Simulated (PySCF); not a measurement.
# Tl(NH2)3(H2O): other functionals and bases at one geometry

How far do other levels of theory move the description of Tl(NH2)3(H2O), and what does each cost? The structure is generated, not taken from experiment.

Computed with PySCF 2.14.0. Level: several levels, as the steps say, no spin–orbit coupling.

1 further run of the same task is left out (for a known fault of the program).

### Step 1. The starting structure

13 atoms, charge 0, spin multiplicity 1.

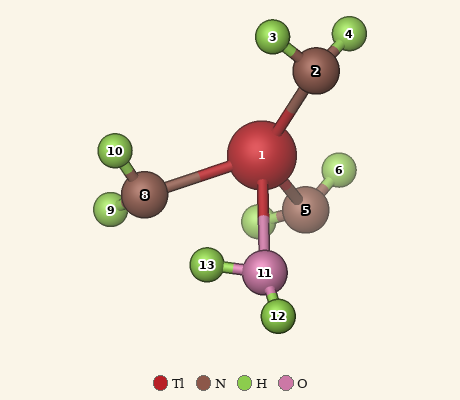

The geometry (thallium red, nitrogen brown, hydrogen green, oxygen pink); atoms are numbered from 1 in the order of the file.

As a file:

```
atom    x (Å)    y (Å)    z (Å)
 Tl1   0.0751  -0.0751   0.5176
  N2   1.1330   1.5907   1.3155
  H3   2.1021   1.5225   0.9994
  H4   1.1707   1.5034   2.3326
  N5  -1.5907  -1.1330   1.3155
  H6  -1.5034  -1.1707   2.3326
  H7  -1.5225  -2.1021   0.9994
  N8   0.7725  -0.7725  -1.4462
  H9   0.6252  -1.7769  -1.5524
 H10   1.7769  -0.6252  -1.5524
 O11  -1.0657   1.0657  -1.4209
 H12  -1.6036   1.6036  -2.0052
 H13  -0.4644   0.4644  -1.9301
```

Formal oxidation states: Tl +3. An earlier session relaxed this geometry at PBE0, Tl def2-SVP with ECP60, N def2-SVP, H def2-SVP, O def2-SVP (singlet, point group Cs). Its vibrations showed it to be a saddle point, relaxed within its symmetry.

At PBE0 on the finer grid: E = -416.292611 Eh, HOMO -6.45 eV, LUMO -0.87 eV, Mulliken charge on Tl1 +0.51 e, largest force component 0.013 eV/Å. 

Levels to run: BP86; TPSS; PBE0, TZVP. Hardware: 2 threads of Arm Neoverse V1, shared host.

### Step 2. BP86

Contents of run.py (the lines that set the calculation):

```python
mol = gto.M(atom='''
Tl     0.07514    -0.07514     0.51759
N      1.13302     1.59068     1.31547
H      2.10215     1.52246     0.99941
H      1.17072     1.50339     2.33259
N     -1.59068    -1.13302     1.31547
H     -1.50339    -1.17072     2.33259
H     -1.52246    -2.10215     0.99941
N      0.77246    -0.77246    -1.44615
H      0.62522    -1.77687    -1.55240
H      1.77687    -0.62522    -1.55240
O     -1.06575     1.06575    -1.42087
H     -1.60362     1.60362    -2.00521
H     -0.46440     0.46440    -1.93013''',
    basis={'Tl': 'def2-SVP', 'N': 'def2-SVP', 'H': 'def2-SVP', 'O': 'def2-SVP'},
    ecp={'Tl': 'def2-SVP'},
    charge=0, spin=0)
mf = dft.RKS(mol, xc='B88,P86')
mf.grids.atom_grid = (75, 302)
mf = mf.density_fit()  # fitting sets: Tl def2-universal-JKFIT, N def2-universal-JKFIT, H def2-universal-JKFIT, O def2-universal-JKFIT
mf.conv_tol = 1e-08; mf.max_cycle = 55
mf.kernel(dm0)  # dm0: the density of the relaxed state
```

On the command line:

```bash
$ OMP_NUM_THREADS=2 python run.py
```

The program printed:

```text
init E= -416.722656384937
  HOMO = -0.185672074142622  LUMO = -0.0652042052828747  gap/eV = 3.27810
cycle= 1 E= -416.727620314386  delta_E= -0.00496  |g|= 0.0334  |ddm|= 0.341
  HOMO = -0.192316071473395  LUMO = -0.0651546659037372  gap/eV = 3.46024
cycle= 2 E= -416.726862195235  delta_E= 0.000758  |g|= 0.0655  |ddm|= 0.134
  HOMO = -0.188150167052393  LUMO = -0.0645678105521093  gap/eV = 3.36285
cycle= 3 E= -416.728003107701  delta_E= -0.00114  |g|= 0.00943  |ddm|= 0.0752
  HOMO = -0.189336827786378  LUMO = -0.0656744817750301  gap/eV = 3.36502
cycle= 4 E= -416.728017135457  delta_E= -1.4e-05  |g|= 0.00614  |ddm|= 0.0162
  HOMO = -0.188912378590165  LUMO = -0.0655758267578754  gap/eV = 3.35616
cycle= 5 E= -416.728025901055  delta_E= -8.77e-06  |g|= 0.002  |ddm|= 0.00778
  HOMO = -0.188861616379316  LUMO = -0.0654657812607873  gap/eV = 3.35777
cycle= 6 E= -416.728026823597  delta_E= -9.23e-07  |g|= 0.000546  |ddm|= 0.00231
  HOMO = -0.188854132370514  LUMO = -0.0654622000246832  gap/eV = 3.35767
cycle= 7 E= -416.728026877962  delta_E= -5.44e-08  |g|= 0.000168  |ddm|= 0.000526
  HOMO = -0.18885353744257  LUMO = -0.0654667821780954  gap/eV = 3.35752
cycle= 8 E= -416.728026883699  delta_E= -5.74e-09  |g|= 2.2e-05  |ddm|= 0.000223
  HOMO = -0.188852558088927  LUMO = -0.0654642006100694  gap/eV = 3.35757
Extra cycle  E= -416.728026883546  delta_E= 1.53e-10  |g|= 3.45e-05  |ddm|= 9.17e-05
converged SCF energy = -416.728026883546
```

It took 10 s on 2 threads of Arm Neoverse V1, shared host.

Result: E = -416.728027 Eh, HOMO -5.14 eV, LUMO -1.78 eV, Mulliken charge on Tl1 +0.34 e, largest force component 0.615 eV/Å. 

### Step 3. TPSS

Changes to run.py (the lines that set the calculation) since step 2:

```diff
@@ -17,3 +17,3 @@
     charge=0, spin=0)
-mf = dft.RKS(mol, xc='B88,P86')
+mf = dft.RKS(mol, xc='TPSS')
 mf.grids.atom_grid = (75, 302)
```

On the command line:

```bash
$ OMP_NUM_THREADS=2 python run.py
```

The program printed:

```text
init E= -416.547585626687
  HOMO = -0.186291843332759  LUMO = -0.0578758172765639  gap/eV = 3.49438
cycle= 1 E= -416.551207134089  delta_E= -0.00362  |g|= 0.0197  |ddm|= 0.253
  HOMO = -0.189505919254764  LUMO = -0.0584906447344657  gap/eV = 3.56511
cycle= 2 E= -416.551204833775  delta_E= 2.3e-06  |g|= 0.0199  |ddm|= 0.0515
  HOMO = -0.187243866439696  LUMO = -0.0579928331959714  gap/eV = 3.51710
cycle= 3 E= -416.551288042467  delta_E= -8.32e-05  |g|= 0.0105  |ddm|= 0.0305
  HOMO = -0.188241277331523  LUMO = -0.0584281067348797  gap/eV = 3.53240
cycle= 4 E= -416.551312000209  delta_E= -2.4e-05  |g|= 0.003  |ddm|= 0.0128
  HOMO = -0.188091100776769  LUMO = -0.058424793909829  gap/eV = 3.52840
cycle= 5 E= -416.55131406143  delta_E= -2.06e-06  |g|= 0.00112  |ddm|= 0.00414
  HOMO = -0.188079491304556  LUMO = -0.0583948483721812  gap/eV = 3.52890
cycle= 6 E= -416.551314361878  delta_E= -3e-07  |g|= 0.000256  |ddm|= 0.00133
  HOMO = -0.188081132080211  LUMO = -0.0583930216942257  gap/eV = 3.52899
cycle= 7 E= -416.55131437537  delta_E= -1.35e-08  |g|= 7.32e-05  |ddm|= 0.000289
  HOMO = -0.188078540785543  LUMO = -0.0583915639732346  gap/eV = 3.52896
cycle= 8 E= -416.551314376359  delta_E= -9.89e-10  |g|= 1.2e-05  |ddm|= 6.61e-05
  HOMO = -0.188081403164074  LUMO = -0.0583939425860009  gap/eV = 3.52898
Extra cycle  E= -416.551314376317  delta_E= 4.16e-11  |g|= 1.8e-05  |ddm|= 3.37e-05
converged SCF energy = -416.551314376317
```

Wall time 17 s (2 threads of Arm Neoverse V1, shared host).

It gives: E = -416.551314 Eh, HOMO -5.12 eV, LUMO -1.59 eV, Mulliken charge on Tl1 +0.40 e, largest force component 0.560 eV/Å. 

### Step 4. PBE0, TZVP

Basis: Tl def2-TZVP with ECP60, N def2-TZVP, H def2-TZVP, O def2-TZVP. 

Changes to run.py (the lines that set the calculation) since step 3:

```diff
@@ -14,6 +14,6 @@
 H     -0.46440     0.46440    -1.93013''',
-    basis={'Tl': 'def2-SVP', 'N': 'def2-SVP', 'H': 'def2-SVP', 'O': 'def2-SVP'},
-    ecp={'Tl': 'def2-SVP'},
+    basis={'Tl': 'def2-TZVP', 'N': 'def2-TZVP', 'H': 'def2-TZVP', 'O': 'def2-TZVP'},
+    ecp={'Tl': 'def2-TZVP'},
     charge=0, spin=0)
-mf = dft.RKS(mol, xc='TPSS')
+mf = dft.RKS(mol, xc='PBE0')
 mf.grids.atom_grid = (75, 302)
@@ -21,2 +21,2 @@
 mf.conv_tol = 1e-08; mf.max_cycle = 55
-mf.kernel(dm0)  # dm0: the density of the relaxed state
+mf.kernel(dm0)  # dm0: free metal ions and neutral atoms
```

On the command line:

```bash
$ OMP_NUM_THREADS=2 python run.py
```

The program printed:

```text
init E= -419.982764371442
  HOMO = -0.247770282357944  LUMO = -0.110095258026163  gap/eV = 3.74633
cycle= 1 E= -416.565642837395  delta_E= 3.42  |g|= 0.493  |ddm|= 2.79
  HOMO = -0.229818092560444  LUMO = -0.0290703470040121  gap/eV = 5.46262
cycle= 2 E= -416.580490590919  delta_E= -0.0148  |g|= 0.328  |ddm|= 0.931
  HOMO = -0.237690116843941  LUMO = -0.0449980151796545  gap/eV = 5.24342
cycle= 3 E= -416.59740815901  delta_E= -0.0169  |g|= 0.19  |ddm|= 0.486
  HOMO = -0.248507279791146  LUMO = -0.0468686947251022  gap/eV = 5.48687
cycle= 4 E= -416.604183860442  delta_E= -0.00678  |g|= 0.0494  |ddm|= 0.159
  HOMO = -0.24953882605011  LUMO = -0.0443985829420264  gap/eV = 5.58215
cycle= 5 E= -416.604676762397  delta_E= -0.000493  |g|= 0.0174  |ddm|= 0.0573
  HOMO = -0.248247412971693  LUMO = -0.044021732327284  gap/eV = 5.55726
cycle= 6 E= -416.604735623744  delta_E= -5.89e-05  |g|= 0.00474  |ddm|= 0.0151
  HOMO = -0.24882398686809  LUMO = -0.0443235741570902  gap/eV = 5.56474
cycle= 7 E= -416.604740100544  delta_E= -4.48e-06  |g|= 0.000871  |ddm|= 0.00389
  HOMO = -0.248737191718798  LUMO = -0.0442807609032236  gap/eV = 5.56354
cycle= 8 E= -416.604740251382  delta_E= -1.51e-07  |g|= 0.000354  |ddm|= 0.00102
  HOMO = -0.248750660151056  LUMO = -0.0442752962791424  gap/eV = 5.56406
cycle= 9 E= -416.604740273587  delta_E= -2.22e-08  |g|= 8.43e-05  |ddm|= 0.000323
  HOMO = -0.248749083193831  LUMO = -0.044273158412544  gap/eV = 5.56407
cycle= 10 E= -416.604740274925  delta_E= -1.34e-09  |g|= 2.27e-05  |ddm|= 7.29e-05
  HOMO = -0.248753220710812  LUMO = -0.0442767913214723  gap/eV = 5.56409
Extra cycle  E= -416.604740274911  delta_E= 1.47e-11  |g|= 2.66e-05  |ddm|= 3.61e-05
converged SCF energy = -416.604740274911
```

Wall time 26 s (2 threads of Arm Neoverse V1, shared host).

Result: E = -416.604740 Eh, HOMO -6.77 eV, LUMO -1.20 eV, Mulliken charge on Tl1 +0.88 e, largest force component 0.264 eV/Å. 

### Step 5. All levels side by side

| level | state | HOMO (eV) | gap (eV) | charge on Tl1 (e) | dipole (D) | largest force (eV/Å) | basis functions | time |
| --- | --- | --- | --- | --- | --- | --- | --- | --- |
| PBE0 (relaxed here) | singlet | -6.45 | 5.58 | 0.51 | 2.67 | 0.01 | 122 | 28 s |
| BP86 | singlet | -5.14 | 3.36 | 0.34 | 2.44 | 0.62 | 122 | 10 s |
| TPSS | singlet | -5.12 | 3.53 | 0.40 | 2.42 | 0.56 | 122 | 17 s |
| PBE0, TZVP | singlet | -6.77 | 5.56 | 0.88 | 2.58 | 0.26 | 222 | 26 s |

Times are on 2 threads of Arm Neoverse V1, shared host; the first row also made further properties.

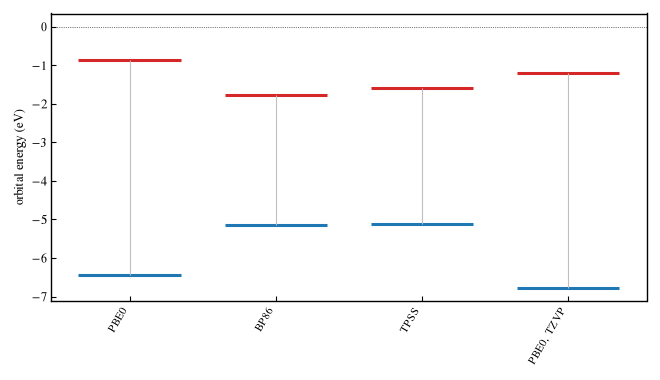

Highest filled and lowest empty level, method by method.

In one basis the HOMO–LUMO gap runs from 3.36 eV (BP86) to 5.58 eV (PBE0). The largest leftover force, 0.62 eV/Å with BP86, stands at a geometry relaxed at another level. The Mulliken charge on Tl spans +0.34 to +0.88 e over the levels. Total energies of different levels can't be compared. Spin–orbit coupling is left out throughout.
